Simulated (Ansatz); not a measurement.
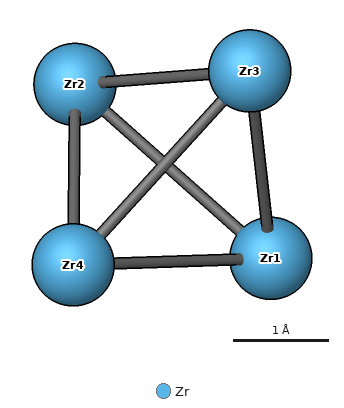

Fig. 1: The input geometry of the first run (ball-and-stick view, seen at a tilt; atoms are numbered from 1 in the order of the input). Sticks mark near contacts.

# Two runs on Zr4

System: Zr4, charge +1, multiplicity 4.
Method of the first run: UKS PBE0-D4/def2-TZVP (Ansatz 0.2.0).

The geometry comes from this level: r2SCAN-D4/def2-SVP. Text and figures count atoms from 1; the logs count them from 0 in places.

### Input file, the first run
```yaml
crystal:
  periodic: [false, false, false]
  atoms:
    - {symbol: Zr, position_ang: [-1.114761, 1.223785, -0.325247]}
    - {symbol: Zr, position_ang: [0.498374, 0.091699, 1.609615]}
    - {symbol: Zr, position_ang: [1.327873, 0.192179, -1.022822]}
    - {symbol: Zr, position_ang: [-0.711486, -1.507664, -0.261546]}
basis:
  gaussian: {orbitals: def2-TZVP, initial_orbitals: start.molden}
total_charge: 1
magnetization: {spin_polarized: true, initial_magnetization: 3}
hamiltonian: {xc: pbe0, dispersion: d4}
scf: {omitted_lower_state_checks: [starts]}
output: {orbitals: {seedname: orbitals}}
```

Launched with:
```bash
ansatz run in.yaml --threads 4 --pin off --events-out ev --progress --plain --max-ram 3916MiB
```

Hardware: 4 threads of Arm Neoverse V1, 23 GiB of memory available, shared host.

### Output (the first run)
```
Functional definition: PBE0
  parameter a = 0.25
  parameter kappa = 0.804
  parameter beta = 0.06672455060314922
  exchange = (1 - a)*pbe_x(kappa = kappa, mu = beta*pi^2/3) + a*exact_x
  correlation = pbe_c(beta = beta)
these checks for a lower state are left out or cut short: starts
1596 factors; their error is unknown
mean field evaluation 1: about -5108.3698 eV, gradient 1.1e1 eV
mean field evaluation 2: about -5108.6326 eV, gradient 3.2e-1 eV
mean field evaluation 4: about -5108.7044 eV, gradient 1.2e-1 eV
mean field evaluation 8: about -5108.7045 eV, gradient 2.3e-5 eV
mean field -5108.70447841 eV, -187.7414267774 hartree, gradient 6.9e-6 eV, S^2 4.789339; 0 other end points of the search recorded, 0 dependent functions left out
reference -5108.70451689 eV, -187.7414281913 hartree; 25, 22 occupied and 135, 138 virtual orbitals, 1596 factors
Total energy: -5108.84696728 eV, -187.7466631468 hartree
Checks for a lower state left out: starts
```

The input of the second run differs as follows (lines with − go, lines with + come):
```diff
-hamiltonian: {xc: pbe0, dispersion: d4}
+hamiltonian: {xc: {text: "exchange = 0.95*pbe_x + 0.05*exact_x\ncorrelation = pbe_c"}}
```

How does the second run compare with the first run?

The total energies belong to different models, so their difference says nothing on which is more stable or more accurate. The HOMO goes from −7.81 to −7.45 eV. The LUMO goes from −5.74 to −6.57 eV. On the same kind of shared host the second run took about 0.41 times as long.

### Output (the second run)
```
Functional definition: unnamed
  exchange = 0.95*pbe_x + 0.05*exact_x
  correlation = pbe_c
these checks for a lower state are left out or cut short: starts
1284 factors; their error is unknown
mean field evaluation 1: about -5111.7871 eV, gradient 3.1e0 eV
mean field evaluation 2: about -5111.8855 eV, gradient 1.9e-1 eV
mean field evaluation 4: about -5111.8968 eV, gradient 7.8e-3 eV
mean field evaluation 8: about -5111.8968 eV, gradient 2.5e-5 eV
mean field -5111.89684062 eV, -187.8587439248 hartree, gradient 1.3e-5 eV, S^2 4.753179; 0 other end points of the search recorded, 0 dependent functions left out
reference -5111.89688781 eV, -187.8587456587 hartree; 25, 22 occupied and 135, 138 virtual orbitals, 1284 factors
Total energy: -5111.89688781 eV, -187.8587456587 hartree
Checks for a lower state left out: starts
```

### The two runs side by side

```tsv
quantity	the first run	the second run
outcome	converged	converged
total energy (hartree)	−187.746663	−187.858746
HOMO (eV)	−7.81	−7.45
LUMO (eV)	−5.74	−6.57
⟨S²⟩	4.789	4.753
basis functions	160	160
wall time (shared host)	20 s	8 s
```

For the first run: ⟨S²⟩ is 4.79 against 3.75 for a pure state: the solution is spin-contaminated. For the second run: ⟨S²⟩ is 4.75 against 3.75 for a pure state: the solution is spin-contaminated.
